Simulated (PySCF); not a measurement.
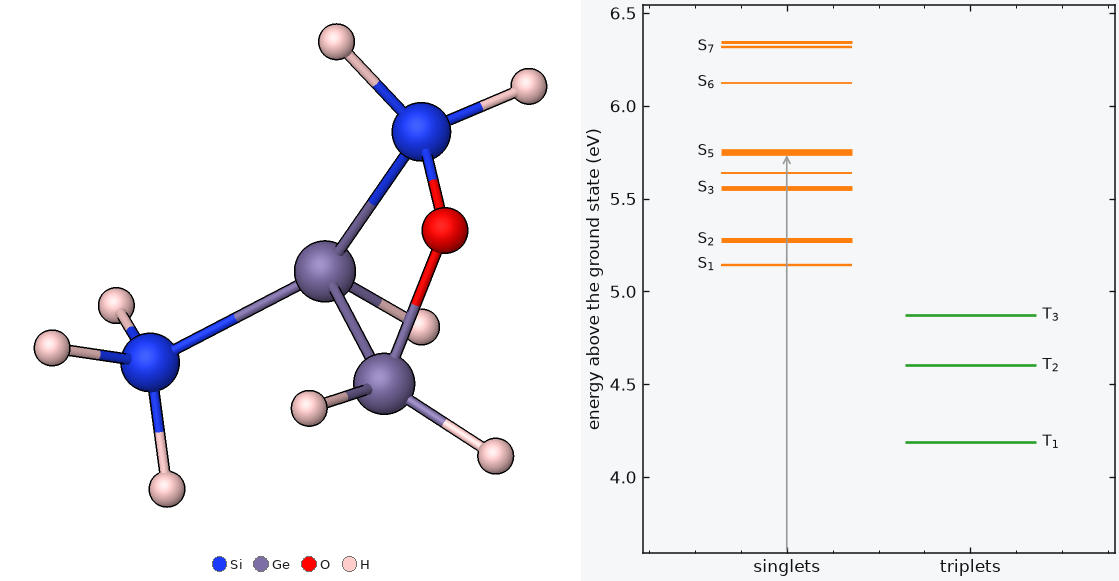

State diagram of Ge₂Si₂H₈O, SMILES [SiH3][Ge@H]1[SiH2][O][GeH2]1, singlet. Vertical TDDFT excitations, CAM-B3LYP/def2-SVPD, PySCF, at a GFN2-xTB geometry (no frequency check), gas phase. Triplets in the Tamm-Dancoff approximation; only the lowest 8 singlets and 3 triplets were computed. Thicker singlet lines are brighter; the arrow marks the brightest. S0, at zero, lies below the range drawn.

Q: What is the vertical gap between S1 and T1?

A: 0.95 eV: S1 at 5.14 eV, T1 at 4.19 eV.

Q: How many of the triplet levels drawn lie below S1?

A: 3 of 3 (T1 4.19 eV, T2 4.60 eV, T3 4.87 eV; S1 5.14 eV).

Q: What character does the calculation give T1?

A: Mainly HOMO → LUMO (92 %).

Caveats: the tight-binding geometry is rougher than a DFT one and adds to the error; core orbitals are frozen in the response.
